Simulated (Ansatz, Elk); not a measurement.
# Be3VSn2: X-ray structure factors from the self-consistent density

Structure refinements treat a crystal as free atoms side by side. For a made-up structure of Be3VSn2 (cell and positions from a PBEsol relaxation) the runs below show what the calculated density changes in F(hkl).

Program: Elk 11.2.3 (patched build). Level of theory: DFT, PBE, all-electron APW+lo, Dirac cores, scalar-relativistic bands, static density, no spin. Results are calculated unless marked as measured.

The structure was built from a prototype and need not be the compound's stable phase.

## Step 1: Starting point

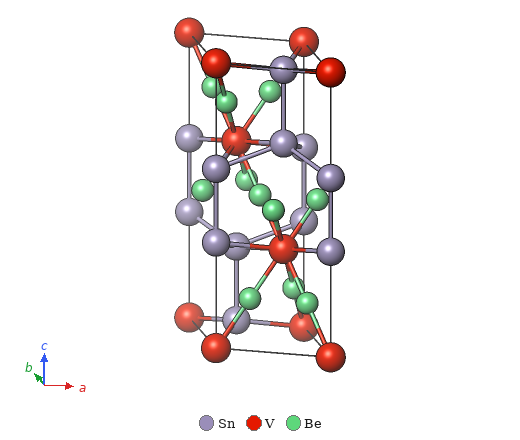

The cell as given, slightly off an axis (tin purple, vanadium red, beryllium green). This picture shows the conventional cell, with its axes. Some periodic images of atoms are drawn too.

## Step 2: Ground state and structure factors

An all-electron density is needed, since X-rays see the cores too. Task 0 finds the density and task 195 Fourier-transforms it; tshift is off so that phases refer to the origin typed.

The input, elk.in:

```
tasks
  0
  195

xctype
  20

spinpol
  .false.

rgkmax
  7.0

gmaxvr
  14.0

lmaxo
  7

lmaxapw
  8

swidth
  0.002

tshift
  .false.

ramdisk
  .false.

hmaxvr
  5.5

maxscl
  120

epspot
  1e-06

sppath
  './'

avec
  4.63243910174 2.67453996208 7.60010260538
  -4.63243910174 2.67453996208 7.60010260538
  0.00000000000 -5.34907992510 7.60010260504

atoms
  3
  'Sn.in'
  2
  0.3707576679 0.3707576679 0.3707576679   0.000000 0.000000 0.000000
  0.6292423321 0.6292423321 0.6292423321   0.000000 0.000000 0.000000
  'V.in'
  1
  0.0000000000 0.0000000000 0.0000000000   0.000000 0.000000 0.000000
  'Be.in'
  3
  0.0000000000 0.0000000000 0.5000000000   0.000000 0.000000 0.000000
  0.5000000000 0.0000000000 0.0000000000   0.000000 0.000000 0.000000
  0.0000000000 0.5000000000 0.0000000000   0.000000 0.000000 0.000000

ngridk
  6 6 6
```

Started as:

```bash
OMP_NUM_THREADS=4 elk
```

Numbers of over 12 decimals in the logs are rounded to 6 here.

Output:

```text
┌─────────────────────────┐
│ Elk code version 11.2.3 │
└─────────────────────────┘

All units are atomic (Hartree, Bohr, etc.)

┌─────────────────────────────────────────────────┐
│ Ground-state run starting from atomic densities │
└─────────────────────────────────────────────────┘

Lattice vectors :
   4.632439102       2.674539962       7.600102605
  -4.632439102       2.674539962       7.600102605
   0.000000000      -5.349079925       7.600102605

Reciprocal lattice vectors :
  0.6781724669      0.3915430563      0.2755745825
 -0.6781724669      0.3915430563      0.2755745825
 -0.6887968926E-17 -0.7830861127      0.2755745825

Unit cell volume      :    564.9753711
Brillouin zone volume :   0.4390460649

Muffin-tin inner radius fraction :   0.1000000000E-01

Nuclei treated as point charges

Species : 1 (Sn)
 parameters loaded from : Sn.in
 name : tin
 nuclear charge    :   -50.00000000
 electronic charge :    50.00000000
 atomic mass :    216395.0922
 muffin-tin radius :    2.600000000
 number of radial points in muffin-tin :   1193
 inner part over the whole radius :   0.9914297220E-02
 number on inner part of muffin-tin    :    850
 approximate nuclear radius :   0.8828114845E-04
 number of mesh points to nuclear radius :    428
 atomic positions (lattice), magnetic fields (Cartesian) :
  1 :   0.37075767  0.37075767  0.37075767    0.00000000  0.00000000  0.00000000
  2 :  -0.37075767 -0.37075767 -0.37075767    0.00000000  0.00000000  0.00000000

Species : 2 (V)
 parameters loaded from : V.in
 name : vanadium
 nuclear charge    :   -23.00000000
 electronic charge :    23.00000000
 atomic mass :    92860.67382
 muffin-tin radius :    2.400000000
 number of radial points in muffin-tin :    993
 inner part over the whole radius :   0.9920165687E-02
 number on inner part of muffin-tin    :    699
 approximate nuclear radius :   0.6897515165E-04
 number of mesh points to nuclear radius :    327
 atomic positions (lattice), magnetic fields (Cartesian) :
  1 :   0.00000000  0.00000000  0.00000000    0.00000000  0.00000000  0.00000000

Species : 3 (Be)
 parameters loaded from : Be.in
 name : beryllium
 nuclear charge    :   -4.000000000
 electronic charge :    4.000000000
 atomic mass :    16428.20280
 muffin-tin radius :    1.800000000
 number of radial points in muffin-tin :    593
 inner part over the whole radius :   0.9826427374E-02
 number on inner part of muffin-tin    :    403
 approximate nuclear radius :   0.4290726161E-04
 number of mesh points to nuclear radius :    156
 atomic positions (lattice), magnetic fields (Cartesian) :
  1 :   0.00000000  0.00000000  0.50000000    0.00000000  0.00000000  0.00000000
  2 :   0.50000000  0.00000000  0.00000000    0.00000000  0.00000000  0.00000000
  3 :   0.00000000  0.50000000  0.00000000    0.00000000  0.00000000  0.00000000

Total number of atoms per unit cell :    6
Total muffin-tin volume :    278.4372625
 ratio of muffin-tin to unit cell volume :   0.4928307971

Spin treatment :
 spin-unpolarised

Number of Bravais lattice symmetries :   12
Number of crystal symmetries         :   12
Crystal has inversion symmetry
Real symmetric eigensolver will be used

k-point grid :      6     6     6
k-point offset :    0.000000000       0.000000000       0.000000000
k-point set is reduced with full crystal symmetry group
Total number of k-points :       32

Muffin-tin radius times maximum |G+k| :    7.000000000
 using average radius
Maximum |G+k| for APW functions       :    3.230769231
Maximum (1/2)|G+k|²                   :    5.218934911
Maximum |G| for potential and density :    14.00000000
Constant for pseudocharge density :    9
 order of it for each species :   16  16  16
 order of it for pair densities of each species (exact exchange by exxq0 0: 17) :   14  12   5
Radial integration step length :    1

G-vector grid sizes :     42    42    42
Number of G-vectors :    26247

Maximum angular momentum used for
 APW functions            :    8
 outer part of muffin-tin :    7
[...]
exchange                    :     -378.06183490114
 correlation                 :     -6.875429
 electron entropic           :    -0.44901396790731E-03
 total energy                :     -13351.407231179

Density of states at Fermi energy :    28.57372965
 (states/Hartree/unit cell)

Estimated indirect band gap :   0.4393578770E-02
 from k-point 9 to k-point 2
Estimated direct band gap   :   0.8226087427E-02
 at k-point 9

Charges :
 core                        :    76.00000000
 valence                     :    59.00000000
 interstitial                :    8.428501322
 muffin-tins (core leakage)
  species : 1 (Sn)
[...]
species : 2 (V)
[...]
species : 3 (Be)
[...]
total in muffin-tins        :    126.5714987
 total calculated charge     :    134.9966115
 total charge                :    135.0000000
 error                       :   0.3388460569E-02

RMS change in Kohn-Sham potential (target) :    5.096106546     (  0.1000000000E-05)
Absolute change in total energy (target)   :    1.137057709     (  0.1000000000E-03)

[... loops 3 to 17 left out ...]

┌──────────────────┐
│ Loop number : 18 │
└──────────────────┘

Energies :
 Fermi                       :     0.296007
 sum of occupied eigenvalues :     -8027.0050119405
 electron kinetic            :      14013.478567276
 core electron kinetic       :      13452.424730620
 Coulomb                     :     -26980.254095079
 Coulomb potential           :     -21538.676917195
 nuclear-nuclear             :     -1361.3874682024
 electron-nuclear            :     -29729.384027605
 Hartree                     :      4110.5174007285
 Madelung                    :     -16210.915636481
 xc potential                :     -501.80666202200
 exchange                    :     -378.09115383352
 correlation                 :     -6.879190
 electron entropic           :    -0.10717472602785E-02
 total energy                :     -13351.746943852

Density of states at Fermi energy :    73.86051651
 (states/Hartree/unit cell)

Estimated indirect band gap :   0.1403090948E-01
 from k-point 13 to k-point 22
Estimated direct band gap   :   0.1680587853E-01
 at k-point 9

Charges :
 core                        :    76.00000000
 valence                     :    59.00000000
 interstitial                :    8.467884878
 muffin-tins (core leakage)
  species : 1 (Sn)
[...]
species : 2 (V)
[...]
species : 3 (Be)
[...]
total in muffin-tins        :    126.5321151
 total calculated charge     :    134.9966087
 total charge                :    135.0000000
 error                       :   0.3391319946E-02

RMS change in Kohn-Sham potential (target) :   0.4441600472E-06 (  0.1000000000E-05)
Absolute change in total energy (target)   :   0.1325938138E-04 (  0.1000000000E-03)

Convergence targets achieved

┌──────────────────┐
│ Loop number : 19 │
└──────────────────┘

Energies :
 Fermi                       :     0.296007
 sum of occupied eigenvalues :     -8027.0050118187
 electron kinetic            :      14013.478563764
 core electron kinetic       :      13452.424730304
 Coulomb                     :     -26980.254090692
 Coulomb potential           :     -21538.676918910
 nuclear-nuclear             :     -1361.3874682024
 electron-nuclear            :     -29729.384016929
 Hartree                     :      4110.5173944390
 Madelung                    :     -16210.915631238
 xc potential                :     -501.80665667272
 exchange                    :     -378.09115334246
 correlation                 :     -6.879190
 electron entropic           :    -0.10717470784093E-02
 total energy                :     -13351.746942485

Density of states at Fermi energy :    73.86050748
 (states/Hartree/unit cell)

Estimated indirect band gap :   0.1403089308E-01
 from k-point 13 to k-point 22
Estimated direct band gap   :   0.1680588109E-01
 at k-point 9

Charges :
 core                        :    76.00000000
 valence                     :    59.00000000
 interstitial                :    8.467885250
 muffin-tins (core leakage)
  species : 1 (Sn)
[...]
species : 2 (V)
[...]
species : 3 (Be)
   atom 1                    :    2.743383711     (  0.1130247372E-02)
   atom 2                    :    2.743383711     (  0.1130247372E-02)
   atom 3                    :    2.743383711     (  0.1130247372E-02)
 total in muffin-tins        :    126.5321147
 total calculated charge     :    134.9966087
 total charge                :    135.0000000
 error                       :   0.3391320020E-02

┌──────────────────────────────┐
│ Self-consistent loop stopped │
└──────────────────────────────┘

Warning : core states of species 3 leak from the muffin-tin :   0.1130247372E-02

Wrote STATE.OUT
```

Elapsed: 30 s, on 4 threads of Intel Xeon at 2.60GHz (Ice Lake), shared host; peak memory 0.21 GiB; 85 s of CPU time.

SFACRHO.OUT:

```text

h k l indices transformed by vhmat matrix:
   1.000000000       0.000000000       0.000000000    
   0.000000000       1.000000000       0.000000000    
   0.000000000       0.000000000       1.000000000    

      h      k      l  multipl.   |H|            Re(F)            Im(F)           |F|

      0      0      0      1   0.0000000       135.00000      0.21222614E-16   135.00000    
      1      1      1      2  0.82672375       79.576556     -0.17724302E-15   79.576556    
      1      0      0      6  0.83015975      -38.942887     -0.14289271E-15   38.942887    
      0     -1     -1      6  0.95759556       11.738231     -0.12446846E-15   11.738231    
     -1     -2     -1      6   1.3521411      -65.173217     -0.46454083E-15   65.173217    
      0      1     -1      6   1.3563449       94.685056     -0.33170919E-15   94.685056    
      2      2      1      6   1.5848526       63.586882     -0.70244692E-15   63.586882    
      2      1      0     12   1.5884407       75.279201      0.77391838E-15   75.279201    
      1     -1     -1      6   1.5902317      -42.354255      0.57573538E-15   42.354255    
     -2     -2     -2      2   1.6534475       32.667710     -0.29185170E-15   32.667710    
      2      0      0      6   1.6603195       16.726124     -0.11019197E-14   16.726124    
      2      2      0      6   1.9151911      -50.997359     -0.96545318E-16   50.997359    
      2      2      3      6   2.0819102      -41.000140     -0.32579665E-14   41.000140    
      3      1      1      6   2.0860080       50.083097      0.10033061E-14   50.083097    
      1      0     -2     12   2.0900977      -31.561982      0.33309450E-15   31.561982    
      2      1      3     12   2.1385884       22.534755     -0.18297264E-14   22.534755    
     -2      1     -1     12   2.1439059       8.1162072      0.39237112E-15   8.1162072    
      3      2      3      6   2.3395449       74.088732     -0.36000211E-14   74.088732
```

Elk indexes on the primitive cell of elk.in and gives |H| = 4π sin θ/λ in inverse bohr. Below, one row stands for each form hkl of the conventional cell (m members, Friedel mates merged), F is for one primitive cell and the density is static (no thermal factor). Free-atom factors are Waasmaier and Kirfel's, and R is Σm||F|−|F'||/Σm|F|.

```tsv
hkl	m	sin θ/λ (Å⁻¹)	abs F, DFT	neutral atoms	diff.
003	2	0.124	79.577	79.669	-0.092
101	6	0.125	38.943	39.426	-0.483
012	6	0.144	11.738	11.688	+0.050
104	6	0.203	65.173	64.902	+0.271
110	6	0.204	94.685	94.989	-0.303
015	6	0.238	63.587	63.938	-0.351
113	12	0.239	75.279	75.646	-0.367
021	6	0.239	42.354	42.185	+0.169
006	2	0.249	32.668	32.954	-0.286
202	6	0.250	16.726	16.964	-0.238
024	6	0.288	50.997	50.912	+0.086
107	6	0.313	41.000	41.041	-0.041
205	6	0.314	50.083	50.034	+0.049
211	12	0.314	31.562	31.573	-0.011
```

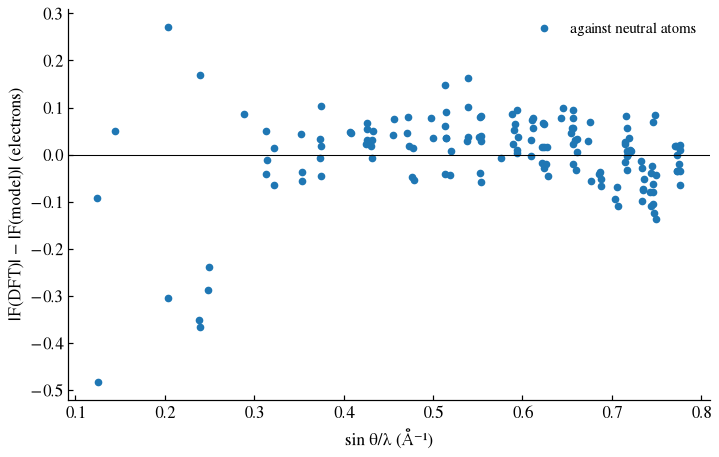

Difference between the calculated structure factors and the independent-atom ones.

## Step 3: The highest occupied states alone

An energy window below the Fermi level keeps the highest occupied states, to see at which angles they scatter; shallow core shells can lie inside it and anion s states outside. No new self-consistency is needed.

elk.in, as its differences from that of step 2:

```diff
@@ -1,3 +1,2 @@
 tasks
-  0
   195
@@ -40,2 +39,5 @@
 
+wsfac
+  -0.071490 0.596010
+
 sppath
```

Started as:

```bash
OMP_NUM_THREADS=4 elk
```

Output:

```text
┌─────────────────────────────────┐
│ Elk code version 11.2.3 started │
└─────────────────────────────────┘

Info(readinput): the functional depends on the density's gradient
 muffin-tin radial points multiplied by    2.00000
 (not where nrmtscf is given)

┌────────────────────┐
│ Current task : 195 │
└────────────────────┘

Info(sfacrho): density structure factors written to SFACRHO.OUT

 Energy window :  -0.7149000000E-01  0.5960100000

┌──────────────────┐
│ Elk code stopped │
└──────────────────┘
```

Elapsed: 7.6 s, on 4 threads; peak memory 0.16 GiB.

States within 10 eV below the Fermi level hold 18.40 electrons; any levels below the window count with the cores, and a count that is not whole means the window cuts a band. Their amplitudes can exceed the total, where window and core parts have opposite phase:

```tsv
hkl	sin θ/λ (Å⁻¹)	abs F, window	abs F, all
003	0.124	2.244	79.577
101	0.125	2.092	38.943
012	0.144	1.682	11.738
104	0.203	0.686	65.173
110	0.204	1.490	94.685
015	0.238	0.988	63.587
113	0.239	0.966	75.279
021	0.239	0.893	42.354
006	0.249	0.976	32.668
202	0.250	1.024	16.726
```

## Step 4: Another functional

The difference from free atoms is small, so it is set against the change that LDA (Perdew-Wang) makes.

elk.in, as its differences from that of step 3:

```diff
@@ -1,2 +1,3 @@
 tasks
+  0
   195
@@ -4,3 +5,3 @@
 xctype
-  20
+  3
 
@@ -39,5 +40,2 @@
 
-wsfac
-  -0.071490 0.596010
-
 sppath
```

Started as:

```bash
OMP_NUM_THREADS=4 elk
```

Output:

```text
┌─────────────────────────┐
│ Elk code version 11.2.3 │
└─────────────────────────┘

All units are atomic (Hartree, Bohr, etc.)

┌─────────────────────────────────────────────────┐
│ Ground-state run starting from atomic densities │
└─────────────────────────────────────────────────┘

Lattice vectors :
   4.632439102       2.674539962       7.600102605
  -4.632439102       2.674539962       7.600102605
   0.000000000      -5.349079925       7.600102605

Reciprocal lattice vectors :
  0.6781724669      0.3915430563      0.2755745825
[...]
species : 1 (Sn)
[...]
species : 2 (V)
[...]
species : 3 (Be)
[...]
atom 2                    :    2.743908559     (  0.1228908997E-02)
   atom 3                    :    2.743908559     (  0.1228908997E-02)
 total in muffin-tins        :    126.6335522
 total calculated charge     :    134.9963221
 total charge                :    135.0000000
 error                       :   0.3677910249E-02

┌──────────────────────────────┐
│ Self-consistent loop stopped │
└──────────────────────────────┘

Warning : core states of species 3 leak from the muffin-tin :   0.1228908997E-02

Wrote STATE.OUT
[key lines of the parts left out:]
total energy                :     -13338.718140922
```

Elapsed: 16 s, on 4 threads; peak memory 0.16 GiB.

Against the first run R = 0.06 %; the largest change is -0.058 at 208.

## Step 5: Basis size

The basis and the expansions that go with it are enlarged, to see whether the differences are converged.

elk.in, as its differences from that of step 4:

```diff
@@ -5,3 +5,3 @@
 xctype
-  3
+  20
 
@@ -11,12 +11,12 @@
 rgkmax
-  7.0
+  8.5
 
 gmaxvr
-  14.0
+  18.0
 
 lmaxo
-  7
+  9
 
 lmaxapw
-  8
+  10
```

Started as:

```bash
OMP_NUM_THREADS=4 elk
```

Output:

```text
┌─────────────────────────┐
│ Elk code version 11.2.3 │
└─────────────────────────┘

All units are atomic (Hartree, Bohr, etc.)

┌─────────────────────────────────────────────────┐
│ Ground-state run starting from atomic densities │
└─────────────────────────────────────────────────┘

Lattice vectors :
   4.632439102       2.674539962       7.600102605
  -4.632439102       2.674539962       7.600102605
   0.000000000      -5.349079925       7.600102605

Reciprocal lattice vectors :
  0.6781724669      0.3915430563      0.2755745825
[...]
species : 1 (Sn)
[...]
species : 2 (V)
[...]
species : 3 (Be)
[...]
atom 2                    :    2.744083390     (  0.1130452833E-02)
   atom 3                    :    2.744083390     (  0.1130452833E-02)
 total in muffin-tins        :    126.5392330
 total calculated charge     :    134.9964953
 total charge                :    135.0000000
 error                       :   0.3504718188E-02

┌──────────────────────────────┐
│ Self-consistent loop stopped │
└──────────────────────────────┘

Warning : core states of species 3 leak from the muffin-tin :   0.1130452833E-02

Wrote STATE.OUT
[key lines of the parts left out:]
total energy                :     -13351.750825870
```

The job ended after 73 s (4 threads; peak memory 0.4 GiB).

Against the first run R = 0.00 %; the largest change is +0.004 at 0 2 13.

## Step 6: Settings against the effect

```tsv
run	R against the first run (%)	R against neutral atoms, low angle (%)	wall time
PBE, rgkmax 7	0.00	0.49	30 s
LDA (Perdew-Wang)	0.06	0.48	16 s
rgkmax 8.5 with larger expansions	0.00	0.49	73 s
```

## Step 7: What came out

```
R against neutral atoms, sin θ/λ < 0.3 Å⁻¹ : 0.49 %
R against neutral atoms, 0.3 to 0.78 Å⁻¹   : 0.16 %
```

**Reading.** Independent neutral atoms miss the calculated amplitudes by R = 0.49 % below 0.3 Å⁻¹ and 0.16 % from there to 0.78 Å⁻¹; by shells, 0.73 % below 0.15 Å⁻¹ (3 forms), 0.45 % 0.15 to 0.3 (8 forms), 0.10 % 0.3 to 0.45 (23 forms), 0.17 % above 0.45 (114 forms). Bonding, aspherical density and the tables' own atoms all enter these figures, and the runs don't part them. The largest change of an amplitude is -0.48 electrons, at 101. The window's part falls from 18.4 electrons at the origin to at most 0.41 between 0.45 and 0.78 Å⁻¹. Below 0.3 Å⁻¹ the changes that finished (LDA (Perdew-Wang) and rgkmax 8.5 with larger expansions) move F by R = 0.03 % at most, against the 0.49 % that separates it from free atoms. The k-mesh has no finished test. These runs have no spin, though d or f shells may be open. Part of the difference isn't bonding: the tables are fits to free atoms and ions calculated by other methods than this functional. Thermal motion, anomalous dispersion and extinction are left out.

[Logs are printed without paths, hosts, clocks, repeated set-up lines and the standing remarks that a program may print on its own settings, such as how far it seeks lower states.]

[Hosts, paths, dates, database ids (printed as entryN), source tags and the programs' standing remarks are cut or masked in the printed files.]
